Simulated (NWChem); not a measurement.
**AlAsH5F (SMILES [F][AlH2-][AsH3+]) at 5 levels**

We compute a comparison of 5 runs (HF/STO-3G, HF/3-21G, B3LYP/6-31G*, M06-2X/def2-SVPD) of AlAsH5F. 

Program for the calculation: NWChem 7.3.0.

## (1) The structure to begin with

AlAsH5F has 8 atoms, charge 0, and is taken as a singlet. SMILES: `[F][AlH2-][AsH3+]`. Geometry: a GFN2-xTB relaxation, a rough one for these elements and not checked as a minimum.

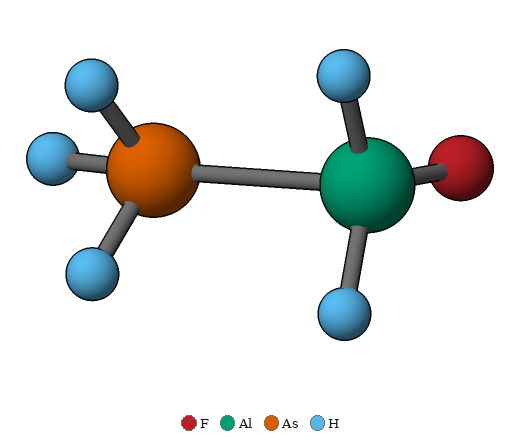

Viewed from a chosen angle; fluorine red, aluminium teal, arsenic orange, hydrogen blue.

## (2) Energy and gradient at HF/STO-3G (run 1)

Contents of nw.nw:

```
start nw
memory 2200 mb
charge 0
geometry noautosym nocenter noautoz
F     -2.348770     0.785960    -0.777840
Al    -0.717510     0.882990    -0.999840
As     0.227590    -0.743250     0.865330
H     -0.085540     0.074560    -2.157860
H      0.029110     2.112830    -0.433730
H      1.304160     0.106800     1.446430
H      1.234920    -1.490300     0.061270
H      0.356050    -1.729580     1.996240
end
basis spherical bse
F library STO-3G
Al library STO-3G
As library STO-3G
H library STO-3G
end
scf
thresh 1e-08
maxiter 80
end
task scf gradient
```

The run is started by

```
$ nwchem nw.nw > nw.out
```

What it wrote:

```text
[...]
  functions       =    37
[...]
  wavefunction    = RHF
[...]
         Total SCF energy =  -2549.256697434633
      One-electron energy =  -4051.532100259995
      Two-electron energy =   1263.603879700817
 Nuclear repulsion energy =    238.671523124545
        Time for solution =      4.4s
[...]
                         RHF ENERGY GRADIENTS
    atom               coordinates                        gradient
                 x          y          z           x          y          z
   1 F      -4.438532   1.485249  -1.469904   -0.021051  -0.002014   0.003694
   2 Al     -1.355897   1.668609  -1.889424   -0.000663  -0.009779   0.012408
   3 As      0.430083  -1.404539   1.635237   -0.058979   0.021912  -0.022228
   4 H      -0.161647   0.140898  -4.077764    0.014286  -0.016808  -0.024256
   5 H       0.055010   3.992670  -0.819631    0.016459   0.025340   0.011481
   6 H       2.464505   0.201823   2.733356    0.016208   0.003618   0.005671
   7 H       2.333660  -2.816259   0.115784    0.015586  -0.006885  -0.003644
   8 H       0.672837  -3.268432   3.772347    0.018155  -0.015386   0.016874
[...]
```

Wall time 7.8 s (1 thread of Intel Xeon Platinum 8175M at 2.50GHz (Skylake/Cascade Lake), shared host); peak memory 0.099 GiB.

## (3) Energy and forces at HF/3-21G (run 2)

Contents of alasfh5.nw:

```
start alasfh5
memory total 2200 mb

geometry units angstrom noautosym nocenter noautoz
F    -2.348770    0.785960   -0.777840
Al   -0.717510    0.882990   -0.999840
As    0.227590   -0.743250    0.865330
H    -0.085540    0.074560   -2.157860
H     0.029110    2.112830   -0.433730
H     1.304160    0.106800    1.446430
H     1.234920   -1.490300    0.061270
H     0.356050   -1.729580    1.996240
end

basis spherical bse
* library 3-21G
end

scf
thresh 1e-08
maxiter 80
noprint "final vectors analysis"
end

task scf gradient
```

The run is started by

```
$ nwchem alasfh5.nw > alasfh5.out
```

What it wrote:

```text
[...]
  functions       =    54
[...]
  wavefunction    = RHF
[...]
         Total SCF energy =  -2565.827903608077
      One-electron energy =  -4057.402611186452
      Two-electron energy =   1252.903184453830
 Nuclear repulsion energy =    238.671523124545
        Time for solution =      6.8s
[...]
                         RHF ENERGY GRADIENTS
    atom               coordinates                        gradient
                 x          y          z           x          y          z
   1 F      -4.438532   1.485249  -1.469904    0.013298  -0.001706   0.001068
   2 Al     -1.355897   1.668609  -1.889424    0.012901  -0.006350   0.007386
   3 As      0.430083  -1.404539   1.635237   -0.027407   0.015888  -0.017124
   4 H      -0.161647   0.140898  -4.077764   -0.004724   0.009333   0.010532
   5 H       0.055010   3.992670  -0.819631   -0.006125  -0.011848  -0.007357
   6 H       2.464505   0.201823   2.733356   -0.002425  -0.011421  -0.003798
   7 H       2.333660  -2.816259   0.115784   -0.001901   0.005515   0.010734
   8 H       0.672837  -3.268432   3.772347    0.016383   0.000589  -0.001440
[...]
```

Wall time 11 s (1 thread of Intel Xeon Platinum 8175M at 2.50GHz (Skylake/Cascade Lake), shared host); peak memory 0.098 GiB.

## (4) Energy and forces at B3LYP/6-31G(d) (Cartesian functions) (run 3)

Contents of alasfh5.nw:

```
echo
start alasfh5
memory 2200 mb
geometry units angstroms noautosym nocenter noautoz
  F     -2.348770     0.785960    -0.777840
  Al    -0.717510     0.882990    -0.999840
  As     0.227590    -0.743250     0.865330
  H     -0.085540     0.074560    -2.157860
  H      0.029110     2.112830    -0.433730
  H      1.304160     0.106800     1.446430
  H      1.234920    -1.490300     0.061270
  H      0.356050    -1.729580     1.996240
end
basis cartesian
  F library 6-31G*
  Al library 6-31G*
  As library 6-31G*
  H library 6-31G*
end
dft
  xc b3lyp
  mult 1
  grid xfine
  convergence energy 1e-08
  maxiter 100
  mulliken
  print low
end
task dft gradient
```

The run is started by

```
$ nwchem alasfh5.nw > alasfh5.out
```

What it wrote:

```text
[...]
 d= 0,ls=0.0,diis     1  -2580.8702942390 -2.82D+03  2.11D-02  1.57D+00     9.2
[...]
 d= 0,ls=0.0,diis    10  -2580.9501969307 -5.78D-10  2.26D-07  5.67D-10    67.6
         Total DFT energy =    -2580.950196930669
      One electron energy =    -4068.921065909044
           Coulomb energy =     1363.435653850328
    Exchange-Corr. energy =     -114.136307996498
 Nuclear repulsion energy =      238.671523124545
[...]
      Total Density - Mulliken Population Analysis
     ---------------------------------------------
    Atom       Charge   Shell Charges
 -----------   ------   -------------------------------------------------------
    1 F    9     9.45   1.99  0.94  3.32  0.97  2.17  0.06
    2 Al  13    12.45   2.00  1.99  5.96  0.87  1.14  0.17  0.18  0.13
    3 As  33    33.12   2.00  1.99  6.00  1.93  5.99  1.44  2.68  0.26  0.60  6.96  2.97  0.31
    4 H    1     1.13   0.50  0.62
    5 H    1     1.13   0.50  0.62
    6 H    1     0.91   0.49  0.42
    7 H    1     0.91   0.49  0.42
    8 H    1     0.91   0.48  0.43
[...]
                         DFT ENERGY GRADIENTS
    atom               coordinates                        gradient
                 x          y          z           x          y          z
   1 F      -4.438532   1.485249  -1.469904    0.012395  -0.000835   0.000097
   2 Al     -1.355897   1.668609  -1.889424    0.007712  -0.003887   0.004836
   3 As      0.430083  -1.404539   1.635237   -0.005268   0.004946  -0.005620
   4 H      -0.161647   0.140898  -4.077764   -0.004103   0.007850   0.008861
   5 H       0.055010   3.992670  -0.819631   -0.005313  -0.009989  -0.006222
   6 H       2.464505   0.201823   2.733356   -0.007582  -0.009999  -0.005804
   7 H       2.333660  -2.816259   0.115784   -0.006955   0.007523   0.009287
   8 H       0.672837  -3.268432   3.772347    0.009114   0.004393  -0.005436
 Task  times  cpu:       94.3s     wall:       94.3s
 Total times  cpu:       94.4s     wall:       94.4s
```

It took 95 s on 1 thread of Intel Xeon Platinum 8175M at 2.50GHz (Skylake/Cascade Lake), shared host; peak memory 0.14 GiB.

Run 4 isn't shown in full; the table further down has it.

## (5) Energy and gradient at M06-2X/def2-SVPD (run 5)

Contents of nw.nw:

```
start nw
title "AlAsFH5 gradient"
memory stack 880 mb heap 220 mb global 1100 mb
charge 0
geometry noautosym nocenter noautoz
  F    -2.348770    0.785960   -0.777840
  Al   -0.717510    0.882990   -0.999840
  As    0.227590   -0.743250    0.865330
  H    -0.085540    0.074560   -2.157860
  H     0.029110    2.112830   -0.433730
  H     1.304160    0.106800    1.446430
  H     1.234920   -1.490300    0.061270
  H     0.356050   -1.729580    1.996240
end
basis spherical bse
  * library def2-SVPD
end
dft
  xc m06-2x
  grid fine
  convergence energy 1e-08
  iterations 100
  mulliken
  noprint "final vectors analysis"
end
task dft gradient
```

The run is started by

```
$ nwchem nw.nw > nw.out
```

What it wrote:

```text
[...]
          Wavefunction type:  closed shell.
          No. of atoms     :     8
          No. of electrons :    60
[...]
          Charge           :     0
          Spin multiplicity:     1
[...]
          AO basis - number of functions:   125
[...]
              XC Information
              --------------
                       M06-2X Method XC Functional
                     Hartree-Fock (Exact) Exchange  0.540
                        M06-2X Exchange Functional  1.000
                      M06-2X Correlation Potential  1.000
[...]
 d= 0,ls=0.0,diis     1  -2580.6475527655 -2.82D+03  9.77D-03  5.97D-01    10.2
[...]
 d= 0,ls=0.0,diis     9  -2580.7178492907 -2.93D-09  5.53D-07  1.08D-09    72.9
         Total DFT energy =    -2580.717849290747
      One electron energy =    -4069.670280826795
           Coulomb energy =     1364.387591750736
    Exchange-Corr. energy =     -114.106683339233
 Nuclear repulsion energy =      238.671523124545
[...]
      Total Density - Mulliken Population Analysis
     ---------------------------------------------
    Atom       Charge   Shell Charges
 -----------   ------   -------------------------------------------------------
    1 F    9     9.60   1.99  1.11  0.82  0.02  3.34  2.11  0.20  0.00  0.01
    2 Al  13    12.33   2.00  1.98  0.83  0.18  0.01  5.92  0.81  0.37  0.22  0.02
    3 As  33    33.72   2.00  2.00  1.99  1.27  0.48  0.01  6.00  5.98  1.61  2.19  8.18  1.75  0.15  0.12
    4 H    1     1.11   0.73  0.39  0.01 -0.02
    5 H    1     1.11   0.73  0.39  0.01 -0.02
    6 H    1     0.71   0.72 -0.00  0.02 -0.02
    7 H    1     0.71   0.72  0.00  0.02 -0.02
    8 H    1     0.71   0.70 -0.01  0.02  0.00
[...]
  wavefunction    = closed shell
                         DFT ENERGY GRADIENTS
    atom               coordinates                        gradient
                 x          y          z           x          y          z
   1 F      -4.438532   1.485249  -1.469904    0.020656   0.000633  -0.002183
   2 Al     -1.355897   1.668609  -1.889424   -0.006428  -0.004341   0.006290
   3 As      0.430083  -1.404539   1.635237   -0.009141   0.006330  -0.007018
   4 H      -0.161647   0.140898  -4.077764   -0.002369   0.005896   0.006376
   5 H       0.055010   3.992670  -0.819631   -0.003325  -0.007327  -0.004809
   6 H       2.464505   0.201823   2.733356   -0.005316  -0.009848  -0.004800
   7 H       2.333660  -2.816259   0.115784   -0.004746   0.006398   0.009184
   8 H       0.672837  -3.268432   3.772347    0.010670   0.002259  -0.003040
[...]
```

Wall time 1.9 min (1 thread of Intel Xeon Platinum 8175M at 2.50GHz (Skylake/Cascade Lake), shared host); peak memory 0.14 GiB.

## (6) Overview of the runs

| run | level | Cartesian functions | iteration cap | energy (Eh) | dipole moment (D) | largest force (eV/Å) | wall time |
| --- | --- | --- | --- | --- | --- | --- | --- |
| 1 | HF/STO-3G | no | 80 | -2549.256697 | 3.84 | 3.431 | 7.8 s |
| 2 | HF/3-21G | no | 80 | -2565.827904 | 4.10 | 1.852 | 11 s |
| 3 | B3LYP/6-31G* (Cartesian functions) | yes | 100 | -2580.950197 | – | 0.711 | 95 s |
| 4 | B3LYP/6-31G* (spherical functions) | no | 100 | -2580.941451 | – | 0.712 | 79 s |
| 5 | M06-2X/def2-SVPD | no | 100 | -2580.717849 | 3.97 | 1.069 | 1.9 min |

## (7) Results

```
                       quantity           value
            run 5: total energy  -2580.71785 Eh
           run 5: dipole moment          3.97 D
run 5: largest force on an atom      1.069 eV/Å
```

What this shows: Over runs 1, 2, 5 the dipole moment (its size) runs from 3.84 D (HF/STO-3G) to 4.10 D (HF/3-21G). Totals of different functionals can't be ranked against each other. In run 1 the basis is minimal, so the values are rough. All runs together took 5.1 min, the longest 1.9 min.
